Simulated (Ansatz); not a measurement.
```xyz
14

C    -0.8979   -0.5999    0.9712
O    -1.3759    0.6203    0.3870
O     0.1820   -0.2741   -1.5427
Si    0.2709   -3.5357   -0.7808
Si    0.5039   -1.2700   -0.1972
Si   -1.0366    0.8585   -1.2520
H     0.4928   -4.3953    0.4378
H     1.2561   -3.9409   -1.8433
H    -1.1273   -3.7752   -1.2873
H     1.8826   -0.9762    0.3366
H    -0.5214   -0.3882    1.9955
H    -1.7313   -1.3334    1.0761
H    -2.2188    0.5620   -2.1289
H    -0.5637    2.2646   -1.4560
```

Geometry: PBE-D3(BJ)/def2-SVP.

Level of theory: isolated molecule in a Gaussian basis; Kohn-Sham density functional theory, functional PBE0 (Ansatz 0.2.0).

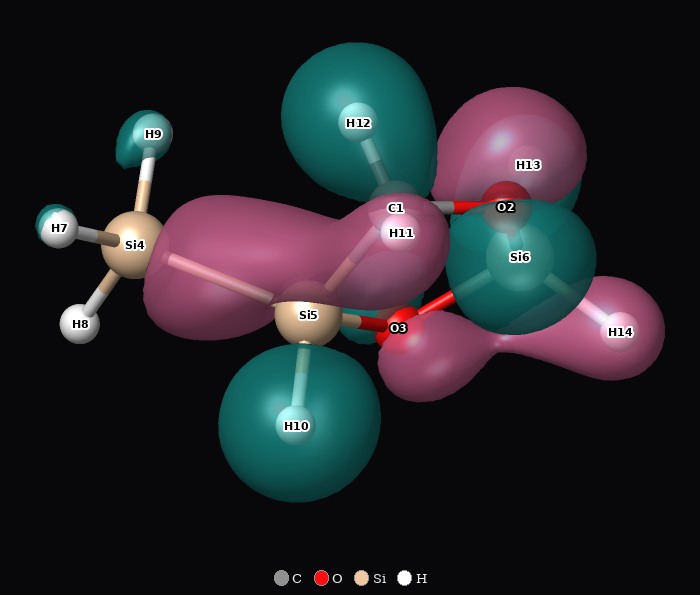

CH8O2Si3. The HOMO−1 at ±0.08 Å⁻³ᐟ² (teal and pink are the two phases), seen from one side.

Question: Describe this orbital and give its energy.

Answer: Its weight (Hirshfeld) is mainly on O2 (about 35 %), C1 (about 10 %), Si5 (about 10 %), H12 (about 10 %) and H10 (about 10 %). Its energy is −8.19 eV.
